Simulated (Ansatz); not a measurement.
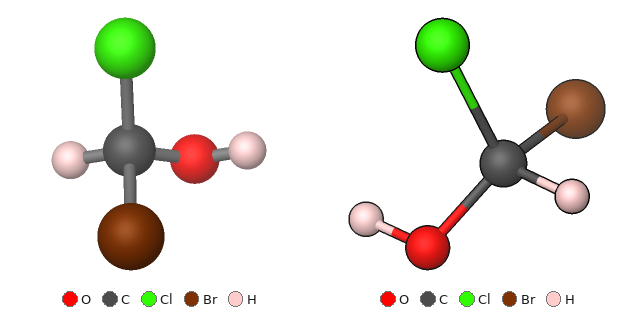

Both panels show the same species.

The computed structure is the end point of a PBE0-D4/def2-TZVP optimisation.

Identify the structure.

Formula CH₂BrClO. As SMILES it reads `O[C@H](Cl)Br`. It has no ring. Among its groups: alcohol, C–Cl bond, C–Br bond. The point group is C1. Coordination: 1 O bent; 1 C tetrahedral.

More results for the same structure follow; atom numbers are the same in all pictures, views and colours differ.

### Levels of theory compared

Program: Ansatz 0.2.0.

At this fixed geometry, give HOMO–LUMO gap (eV) at these levels: B97M-V/def2-TZVPP; BHLYP-D4/def2-TZVPP; BLYP-D4/def2-TZVPP; HSE06 (plane-wave form)-D4/def2-TZVPP; PBE0-D4/def2-QZVPP; PBE0-D4/def2-TZVPP; revPBE-D4/def2-TZVPP; ωB97M-V/def2-QZVPP; ωB97M-V/def2-TZVPP.

| level | HOMO–LUMO gap (eV) |
| --- | --- |
| B97M-V/def2-TZVPP | 5.71 |
| BHLYP-D4/def2-TZVPP | 9.63 |
| BLYP-D4/def2-TZVPP | 4.92 |
| HSE06 (plane-wave form)-D4/def2-TZVPP | 6.58 |
| PBE0-D4/def2-QZVPP | 7.27 |
| PBE0-D4/def2-TZVPP | 7.37 |
| revPBE-D4/def2-TZVPP | 5.04 |
| ωB97M-V/def2-QZVPP | 11.53 |
| ωB97M-V/def2-TZVPP | 11.74 |

### Vibrations

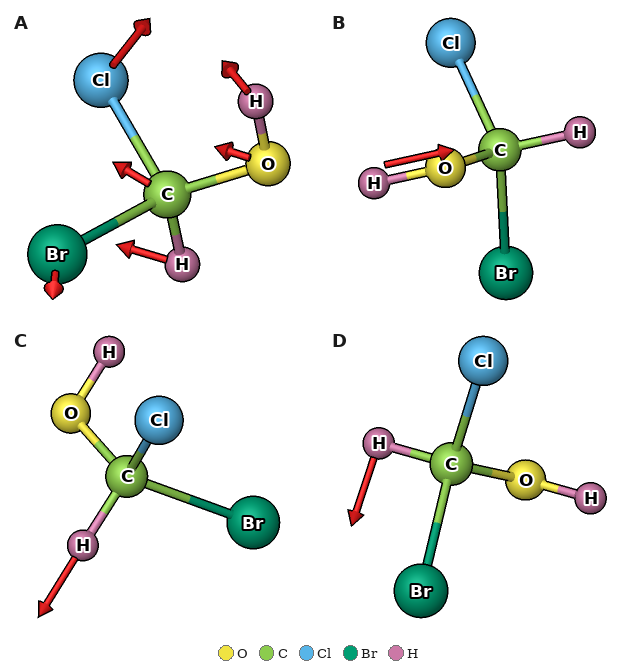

4 normal modes of one molecule or complex, as arrows. Harmonic vibrations computed with RKS PBE0-D4/def2-TZVP (Ansatz 0.2.0) at a stationary point of the same level.

**Match the panels to the wavenumbers 222 cm⁻¹, 1200 cm⁻¹, 3189 cm⁻¹, 3809 cm⁻¹.**

A: 222 cm⁻¹, Br–C–Cl bending
B: 3809 cm⁻¹, O–H stretching
C: 3189 cm⁻¹, C–H stretching
D: 1200 cm⁻¹, Br–C–H bending

### Charges

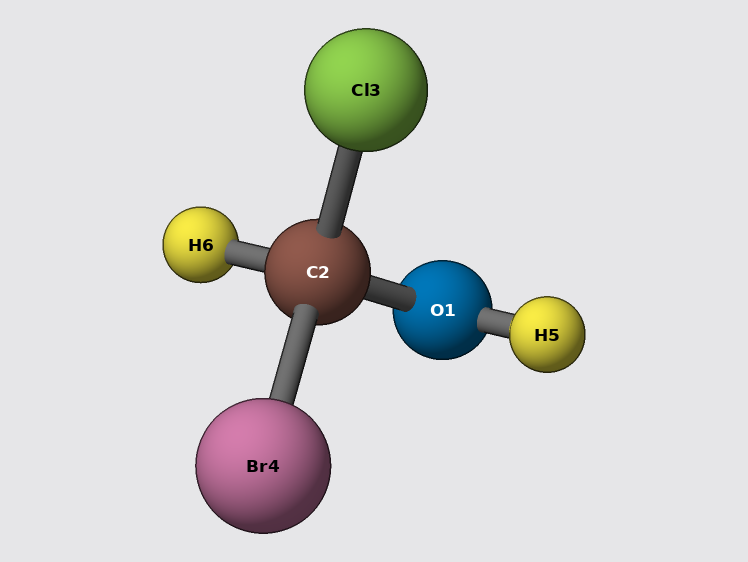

The questions are on Mulliken charges. Properties computed with RKS ωB97M-V/def2-TZVPP (Ansatz 0.2.0).

**Which atom carries the highest charge (most positive or least negative)?**

H5 (0.20 e).

**And the lowest?**

O1 (−0.24 e).

List the Mulliken charges.

| atom | value (e) |
| --- | --- |
| O1 | −0.24 |
| C2 | 0.02 |
| Cl3 | −0.07 |
| Br4 | −0.09 |
| H5 | 0.20 |
| H6 | 0.18 |

Mulliken values depend strongly on the basis set and can even reverse the polarity of a bond.
